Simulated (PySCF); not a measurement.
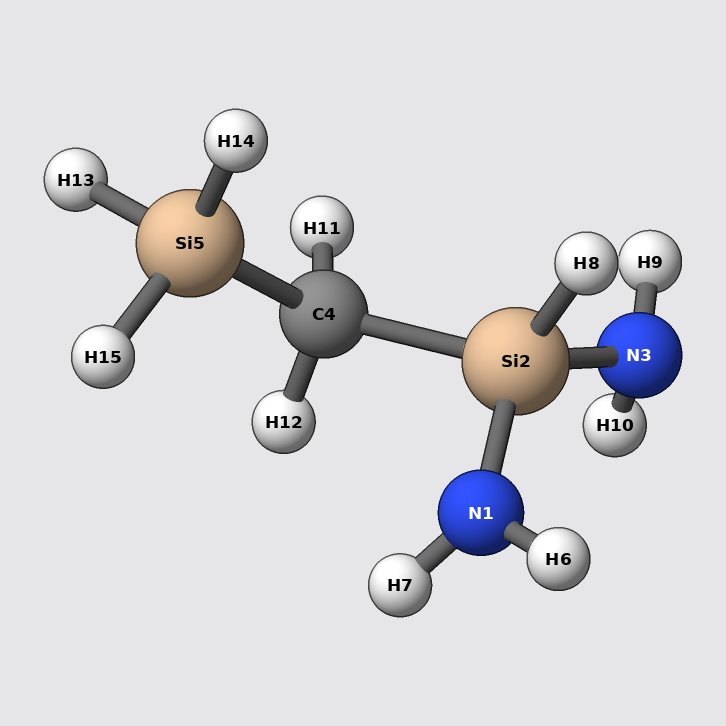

Geometry: a frame of a GFN2-xTB molecular-dynamics simulation, not a minimum. Method: GIAO PBE0/pcSseg-1 NMR shielding, non-relativistic, gas phase (PySCF 2.14.0). Principal shieldings σ11 ≤ σ22 ≤ σ33, span Ω = σ33 − σ11, skew κ = 3(σiso − σ22)/Ω.

Question: Which N atom has the most anisotropic shielding?

Answer: N1, with a span of 58 ppm.

Give the shielding tensors of the N atoms.

```csv
atom,σ11,σ22,σ33,σiso,Ω,κ
N1,206.6,231.6,265.0,234.4,58.5,0.14
N3,205.9,243.2,249.8,233.0,43.9,−0.70
```

Shieldings and span in ppm.
